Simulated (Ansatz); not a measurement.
# GeCl (quartet): B2PLYP, RPA-PBE over vertical spin and charge gaps, cc-pVDZ

How well do these functionals follow the top wave-function level for GeCl (quartet) over vertical spin and charge gaps?

The runs use Ansatz 0.2.0, Gaussian basis; cc-pVDZ, all electrons in the functionals, frozen cores in the correlation of double hybrids and RPA.

The runs, in order: B2PLYP, RPA-PBE, at charge 0, quartet; charge 0, doublet; charge 0, sextet; charge 1, triplet; charge 1, quintet.

7 further runs of the same task are left out: 2 for a known fault of the program, 2 that didn't finish, 3 set aside as unsound or not needed.

## 1. The geometry

The geometry is a PBE0/def2-TZVP stationary point (not a proven minimum). No spin-orbit coupling is included. The filled d shell of Ge may be among the frozen orbitals whatever the setting's name suggests; the logs give the count.

2 atoms, charge 0, spin multiplicity 4.

Atoms are counted from 1 here; the program's logs count them from 0.

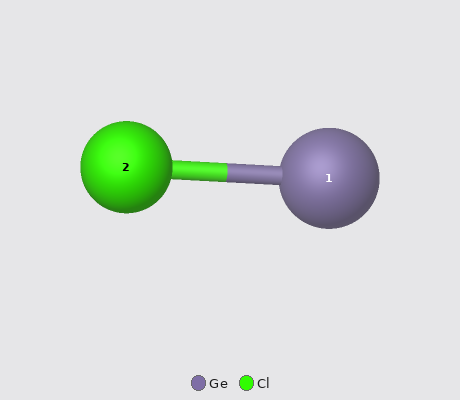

The structure; germanium purple, chlorine green; atoms are numbered from 1 in the order of the file.

No dispersion term is added.

The geometry shown and the zero of energy belong to the point charge 0, quartet. The yardstick, UCCSDTQ, and other wave-function levels (R restricted, U unrestricted, valence and pair active spaces) come from earlier runs.

## 2. B2PLYP, charge 0, quartet

in.yaml

```yaml
crystal:
  periodic: [false, false, false]
  atoms:
    - {symbol: Ge, position_ang: [0.000000, 0.000000, 0.000000]}
    - {symbol: Cl, position_ang: [0.000000, 0.000000, 2.178600]}
basis:
  gaussian: {orbitals: cc-pVDZ}
magnetization: {spin_polarized: true, initial_magnetization: 3}
hamiltonian: {xc: {name: B2PLYP}}
correlation: {electrons: outside_noble_gas}
```

Launch:

```bash
> ansatz run in.yaml --threads 1 --pin off --events-out ev --progress --plain --max-ram 4096MiB --backend cpu
```

The log of the run:

```text
Functional definition: B2PLYP
  name "B2PLYP"
  cite "Grimme, J. Chem. Phys. 124, 034108 (2006) doi:10.1063/1.2148954"
  cite "Becke, Phys. Rev. A 38, 3098 (1988) doi:10.1103/PhysRevA.38.3098"
  cite "Lee, Yang & Parr, Phys. Rev. B 37, 785 (1988) doi:10.1103/PhysRevB.37.785"
  parameter a = 0.53
  parameter c = 0.27
  exchange = (1 - a)*b88_x + a*exact_x
  correlation = (1 - c)*lyp_c + c*(mp2_os + mp2_ss)
523 factors; integrals over basis functions are off by at most 8.1e-4 eV
mean field evaluation 1: about -69019.3021 eV, gradient 4.5e0 eV
mean field evaluation 2: about -69019.3422 eV, gradient 4.5e0 eV
mean field evaluation 4: about -69019.7493 eV, gradient 9.7e-1 eV
mean field evaluation 8: about -69019.7743 eV, gradient 9.0e-2 eV
mean field evaluation 16: about -69019.7746 eV, gradient 3.2e-5 eV
mean field -69019.77459845 eV, -2536.4299332094 hartree, gradient 4.3e-6 eV, S^2 3.756726; 2 other end points of the search recorded, 0 dependent functions left out
19 core orbitals not correlated: weight in the atoms' cores, before any rotation towards them, 0.998 or more for the frozen orbitals, at most 0.001 for the correlated occupied ones
reference -69019.77470963 eV, -2536.4299372952 hartree; 7, 4 occupied and 19, 22 virtual orbitals, 523 factors
second order -5.79923803 eV of doubles, -0.00000000 eV of singles
Total energy: -69021.34050389 eV, -2536.4874791732 hartree
```

Run time: 1.7 s. Hardware: 1 thread of AMD EPYC 7R13, shared host.

From the report: ⟨S²⟩ of the determinant 3.757 (pure quartet: 3.75).

## 3. B2PLYP, charge 0, doublet

Changes to in.yaml since step 2:

```diff
@@ -7,3 +7,3 @@
   gaussian: {orbitals: cc-pVDZ}
-magnetization: {spin_polarized: true, initial_magnetization: 3}
+magnetization: {spin_polarized: true, initial_magnetization: 1}
 hamiltonian: {xc: {name: B2PLYP}}
```

Launched as before.

The log of the run, cut to the lines that bear on the results:

```text
Functional definition: B2PLYP
  name "B2PLYP"
  cite "Grimme, J. Chem. Phys. 124, 034108 (2006) doi:10.1063/1.2148954"
  cite "Becke, Phys. Rev. A 38, 3098 (1988) doi:10.1103/PhysRevA.38.3098"
  cite "Lee, Yang & Parr, Phys. Rev. B 37, 785 (1988) doi:10.1103/PhysRevB.37.785"
[...]
523 factors; integrals over basis functions are off by at most 8.1e-4 eV
[...]
mean field -69023.13410031 eV, -2536.5533926258 hartree, gradient 5.8e-6 eV, S^2 0.755021; 0 other end points of the search recorded, 0 dependent functions left out
19 core orbitals not correlated: weight in the atoms' cores, before any rotation towards them, 0.999 or more for the frozen orbitals, at most 0.001 for the correlated occupied ones
reference -69023.13420866 eV, -2536.5533966076 hartree; 6, 5 occupied and 20, 21 virtual orbitals, 523 factors
second order -6.40957018 eV of doubles, -0.00000000 eV of singles
Total energy: -69024.86479261 eV, -2536.6169943947 hartree
```

Wall time 1.5 s (1 thread of AMD EPYC 7R13, shared host).

From the report: ⟨S²⟩ of the determinant 0.755 (pure doublet: 0.75).

From charge 0, quartet: -340.0 kJ/mol.

## 4. B2PLYP, charge 0, sextet

Changes to in.yaml since step 3:

```diff
@@ -7,3 +7,3 @@
   gaussian: {orbitals: cc-pVDZ}
-magnetization: {spin_polarized: true, initial_magnetization: 1}
+magnetization: {spin_polarized: true, initial_magnetization: 5}
 hamiltonian: {xc: {name: B2PLYP}}
```

Same command.

The log of the run, cut to the lines that bear on the results:

```text
Functional definition: B2PLYP
  name "B2PLYP"
  cite "Grimme, J. Chem. Phys. 124, 034108 (2006) doi:10.1063/1.2148954"
  cite "Becke, Phys. Rev. A 38, 3098 (1988) doi:10.1103/PhysRevA.38.3098"
  cite "Lee, Yang & Parr, Phys. Rev. B 37, 785 (1988) doi:10.1103/PhysRevB.37.785"
[...]
523 factors; integrals over basis functions are off by at most 8.1e-4 eV
[...]
mean field -69012.70628514 eV, -2536.1701774865 hartree, gradient 8.3e-7 eV, S^2 8.755065; 0 other end points of the search recorded, 0 dependent functions left out
19 core orbitals not correlated: weight in the atoms' cores, before any rotation towards them, 0.996 or more for the frozen orbitals, at most 0.003 for the correlated occupied ones
reference -69012.70638437 eV, -2536.1701811329 hartree; 8, 3 occupied and 18, 23 virtual orbitals, 523 factors
second order -4.78661358 eV of doubles, -0.00000000 eV of singles
Total energy: -69013.99877003 eV, -2536.2176754302 hartree
```

It took 1.5 s on 1 thread of AMD EPYC 7R13, shared host.

From the report: ⟨S²⟩ of the determinant 8.755 (pure sextet: 8.75).

From charge 0, quartet: +708.4 kJ/mol.

## 5. B2PLYP, charge 1, triplet

Changes to in.yaml since step 4:

```diff
@@ -7,3 +7,4 @@
   gaussian: {orbitals: cc-pVDZ}
-magnetization: {spin_polarized: true, initial_magnetization: 5}
+total_charge: 1
+magnetization: {spin_polarized: true, initial_magnetization: 2}
 hamiltonian: {xc: {name: B2PLYP}}
```

Launched as before.

The log of the run, cut to the lines that bear on the results:

```text
Functional definition: B2PLYP
  name "B2PLYP"
  cite "Grimme, J. Chem. Phys. 124, 034108 (2006) doi:10.1063/1.2148954"
  cite "Becke, Phys. Rev. A 38, 3098 (1988) doi:10.1103/PhysRevA.38.3098"
  cite "Lee, Yang & Parr, Phys. Rev. B 37, 785 (1988) doi:10.1103/PhysRevB.37.785"
[...]
523 factors; integrals over basis functions are off by at most 8.1e-4 eV
[...]
mean field -69012.05197589 eV, -2536.1461320652 hartree, gradient 7.1e-6 eV, S^2 2.014434; 7 other end points of the search recorded, 0 dependent functions left out
19 core orbitals not correlated: weight in the atoms' cores, before any rotation towards them, 0.999 or more for the frozen orbitals, at most 0.001 for the correlated occupied ones
reference -69012.05208875 eV, -2536.1461362127 hartree; 6, 4 occupied and 20, 22 virtual orbitals, 523 factors
second order -5.70071872 eV of doubles, -0.00000000 eV of singles
Total energy: -69013.59128281 eV, -2536.2027005509 hartree
```

It took 4.9 s on 1 thread of AMD EPYC 7R13, shared host.

From the report: ⟨S²⟩ of the determinant 2.014 (pure triplet: 2.00).

From charge 0, quartet: +747.7 kJ/mol.

## 6. B2PLYP, charge 1, quintet

Changes to in.yaml since step 5:

```diff
@@ -8,3 +8,3 @@
 total_charge: 1
-magnetization: {spin_polarized: true, initial_magnetization: 2}
+magnetization: {spin_polarized: true, initial_magnetization: 4}
 hamiltonian: {xc: {name: B2PLYP}}
```

Launched as before.

The log of the run, cut to the lines that bear on the results:

```text
Functional definition: B2PLYP
  name "B2PLYP"
  cite "Grimme, J. Chem. Phys. 124, 034108 (2006) doi:10.1063/1.2148954"
  cite "Becke, Phys. Rev. A 38, 3098 (1988) doi:10.1103/PhysRevA.38.3098"
  cite "Lee, Yang & Parr, Phys. Rev. B 37, 785 (1988) doi:10.1103/PhysRevB.37.785"
[...]
523 factors; integrals over basis functions are off by at most 8.1e-4 eV
[...]
mean field -69007.81999562 eV, -2535.9906096586 hartree, gradient 2.3e-6 eV, S^2 6.005872; 0 other end points of the search recorded, 0 dependent functions left out
19 core orbitals not correlated: weight in the atoms' cores, before any rotation towards them, 0.997 or more for the frozen orbitals, at most 0.002 for the correlated occupied ones
reference -69007.82011037 eV, -2535.9906138755 hartree; 7, 3 occupied and 19, 23 virtual orbitals, 523 factors
second order -4.53133723 eV of doubles, -0.00000000 eV of singles
Total energy: -69009.04357142 eV, -2536.0355752398 hartree
```

Wall time 1.5 s (1 thread of AMD EPYC 7R13, shared host).

From the report: ⟨S²⟩ of the determinant 6.006 (pure quintet: 6.00).

From charge 0, quartet: +1186.5 kJ/mol.

## 7. RPA-PBE, charge 0, quartet

in.yaml

```yaml
crystal:
  periodic: [false, false, false]
  atoms:
    - {symbol: Ge, position_ang: [0.000000, 0.000000, 0.000000]}
    - {symbol: Cl, position_ang: [0.000000, 0.000000, 2.178600]}
basis:
  gaussian: {orbitals: cc-pVDZ}
magnetization: {spin_polarized: true, initial_magnetization: 3}
hamiltonian: {xc: {name: PBE}}
correlation: {method: rpa, electrons: outside_noble_gas}
```

Launched as before.

The log of the run, cut to the lines that bear on the results:

```text
Functional definition: PBE
  name "PBE"
  cite "Perdew, Burke & Ernzerhof, Phys. Rev. Lett. 77, 3865 (1996) doi:10.1103/PhysRevLett.77.3865"
  parent pbe
[...]
523 factors; integrals over basis functions are off by at most 8.1e-4 eV
[...]
mean field -69022.93071790 eV, -2536.5459184602 hartree, gradient 1.4e-6 eV, S^2 3.751491; 7 other end points of the search recorded, 0 dependent functions left out
19 core orbitals not correlated: weight in the atoms' cores, before any rotation towards them, 0.997 or more for the frozen orbitals, at most 0.002 for the correlated occupied ones
reference -68973.67282809 eV, -2534.7357243977 hartree; 7, 4 occupied and 19, 22 virtual orbitals, 523 factors
Total energy: -68981.95931203 eV, -2535.0402470657 hartree
```

Run time: 3 s. Hardware: 1 thread of AMD EPYC 7R13, shared host.

From the report: ⟨S²⟩ of the determinant 3.751 (pure quartet: 3.75).

## 8. RPA-PBE, charge 0, doublet

Changes to in.yaml since step 7:

```diff
@@ -7,3 +7,3 @@
   gaussian: {orbitals: cc-pVDZ}
-magnetization: {spin_polarized: true, initial_magnetization: 3}
+magnetization: {spin_polarized: true, initial_magnetization: 1}
 hamiltonian: {xc: {name: PBE}}
```

Same command.

The log of the run, cut to the lines that bear on the results:

```text
Functional definition: PBE
  name "PBE"
  cite "Perdew, Burke & Ernzerhof, Phys. Rev. Lett. 77, 3865 (1996) doi:10.1103/PhysRevLett.77.3865"
  parent pbe
[...]
523 factors; integrals over basis functions are off by at most 8.1e-4 eV
[...]
mean field -69026.48671872 eV, -2536.6765990798 hartree, gradient 4.5e-6 eV, S^2 0.752493; 2 other end points of the search recorded, 0 dependent functions left out
19 core orbitals not correlated: weight in the atoms' cores, before any rotation towards them, 0.998 or more for the frozen orbitals, at most 0.002 for the correlated occupied ones
reference -68976.28643087 eV, -2534.8317725283 hartree; 6, 5 occupied and 20, 21 virtual orbitals, 523 factors
Total energy: -68985.27962704 eV, -2535.1622663919 hartree
```

Run time: 1.5 s. Hardware: 1 thread of AMD EPYC 7R13, shared host.

From the report: ⟨S²⟩ of the determinant 0.752 (pure doublet: 0.75).

From charge 0, quartet: -320.4 kJ/mol.

## 9. RPA-PBE, charge 0, sextet

Changes to in.yaml since step 8:

```diff
@@ -7,3 +7,3 @@
   gaussian: {orbitals: cc-pVDZ}
-magnetization: {spin_polarized: true, initial_magnetization: 1}
+magnetization: {spin_polarized: true, initial_magnetization: 5}
 hamiltonian: {xc: {name: PBE}}
```

Launched as before.

The log of the run, cut to the lines that bear on the results:

```text
Functional definition: PBE
  name "PBE"
  cite "Perdew, Burke & Ernzerhof, Phys. Rev. Lett. 77, 3865 (1996) doi:10.1103/PhysRevLett.77.3865"
  parent pbe
[...]
523 factors; integrals over basis functions are off by at most 8.1e-4 eV
[...]
mean field -69015.54364526 eV, -2536.2744485478 hartree, gradient 1.3e-6 eV, S^2 8.752393; 5 other end points of the search recorded, 0 dependent functions left out
19 core orbitals not correlated: weight in the atoms' cores, before any rotation towards them, 0.992 or more for the frozen orbitals, at most 0.006 for the correlated occupied ones
reference -68967.48959505 eV, -2534.5084947748 hartree; 8, 3 occupied and 18, 23 virtual orbitals, 523 factors
Total energy: -68974.94511861 eV, -2534.7824802119 hartree
```

Run time: 1.7 s. Hardware: 1 thread of AMD EPYC 7R13, shared host.

From the report: ⟨S²⟩ of the determinant 8.752 (pure sextet: 8.75).

From charge 0, quartet: +676.8 kJ/mol.

## 10. RPA-PBE, charge 1, triplet

Changes to in.yaml since step 9:

```diff
@@ -7,3 +7,4 @@
   gaussian: {orbitals: cc-pVDZ}
-magnetization: {spin_polarized: true, initial_magnetization: 5}
+total_charge: 1
+magnetization: {spin_polarized: true, initial_magnetization: 2}
 hamiltonian: {xc: {name: PBE}}
```

Launched as before.

The log of the run, cut to the lines that bear on the results:

```text
Functional definition: PBE
  name "PBE"
  cite "Perdew, Burke & Ernzerhof, Phys. Rev. Lett. 77, 3865 (1996) doi:10.1103/PhysRevLett.77.3865"
  parent pbe
[...]
523 factors; integrals over basis functions are off by at most 8.1e-4 eV
[...]
mean field -69015.12559025 eV, -2536.2590853095 hartree, gradient 7.2e-6 eV, S^2 2.003409; 14 other end points of the search recorded, 0 dependent functions left out
19 core orbitals not correlated: weight in the atoms' cores, before any rotation towards them, 0.998 or more for the frozen orbitals, at most 0.002 for the correlated occupied ones
reference -68965.84909202 eV, -2534.4482074001 hartree; 6, 4 occupied and 20, 22 virtual orbitals, 523 factors
Total energy: -68974.34115316 eV, -2534.7602848908 hartree
```

Wall time 7.5 s (1 thread of AMD EPYC 7R13, shared host).

From the report: ⟨S²⟩ of the determinant 2.003 (pure triplet: 2.00).

From charge 0, quartet: +735.0 kJ/mol.

## 11. RPA-PBE, charge 1, quintet

Changes to in.yaml since step 10:

```diff
@@ -8,3 +8,3 @@
 total_charge: 1
-magnetization: {spin_polarized: true, initial_magnetization: 2}
+magnetization: {spin_polarized: true, initial_magnetization: 4}
 hamiltonian: {xc: {name: PBE}}
```

The command is unchanged.

The log of the run, cut to the lines that bear on the results:

```text
Functional definition: PBE
  name "PBE"
  cite "Perdew, Burke & Ernzerhof, Phys. Rev. Lett. 77, 3865 (1996) doi:10.1103/PhysRevLett.77.3865"
  parent pbe
[...]
523 factors; integrals over basis functions are off by at most 8.1e-4 eV
[...]
mean field -69010.37871753 eV, -2536.0846409543 hartree, gradient 4.7e-7 eV, S^2 6.002560; 2 other end points of the search recorded, 0 dependent functions left out
19 core orbitals not correlated: weight in the atoms' cores, before any rotation towards them, 0.994 or more for the frozen orbitals, at most 0.005 for the correlated occupied ones
reference -68962.70474085 eV, -2534.3326546261 hartree; 7, 3 occupied and 19, 23 virtual orbitals, 523 factors
Total energy: -68969.97703019 eV, -2534.5999063301 hartree
```

Wall time 1.5 s (1 thread of AMD EPYC 7R13, shared host).

From the report: ⟨S²⟩ of the determinant 6.003 (pure quintet: 6.00).

From charge 0, quartet: +1156.1 kJ/mol.

## 12. Against the wave-function levels

The yardstick is UCCSDTQ, where the cluster series has nearly closed. It comes from earlier runs at the same points. Energies in kJ/mol, counted from charge 0, quartet; blanks weren't run or aren't comparable.

```csv
level,quartet to doublet,quartet to sextet,ionisation to the triplet cation,ionisation to the quintet cation
UCCSDTQ,-305.2,676.3,752.8,1154.1
B2PLYP,-340.0,708.4,747.7,1186.5
RPA-PBE,-320.4,676.8,735.0,1156.1
```

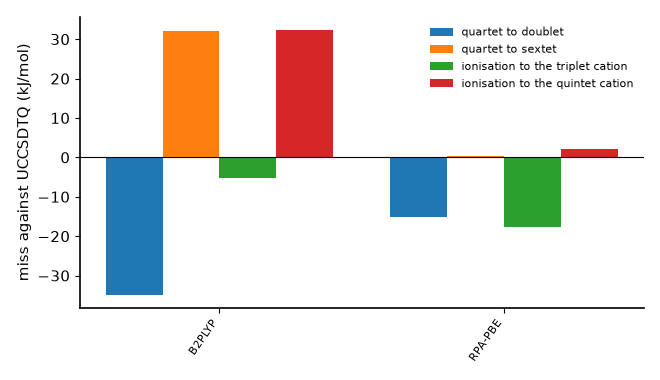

Misses of the gaps against UCCSDTQ.

Largest miss and mean time a point (UCCSDTQ took 26 s a point; shared hosts):

```
  level  largest miss (kJ/mol)                             where  time a point
 B2PLYP                  -34.9                quartet to doublet         2.2 s
RPA-PBE                  -17.8  ionisation to the triplet cation           3 s
```

## 13. Outcome

| quantity | value |
| --- | --- |
| quartet to doublet, UCCSDTQ | -305.2 kJ/mol |
| quartet to sextet, UCCSDTQ | 676.3 kJ/mol |
| ionisation to the triplet cation, UCCSDTQ | 752.8 kJ/mol |
| ionisation to the quintet cation, UCCSDTQ | 1154.1 kJ/mol |
| largest miss, B2PLYP | -34.9 kJ/mol (quartet to doublet) |
| largest miss, RPA-PBE | -17.8 kJ/mol (ionisation to the triplet cation) |

What this shows: Of the functionals, RPA-PBE keep the smallest largest miss at the points compared (at most 17.8 kJ/mol) and B2PLYP strays most (34.9 kJ/mol, at quartet to doublet). Functionals and the yardstick converge differently with the basis, so part of each miss in cc-pVDZ is the basis.
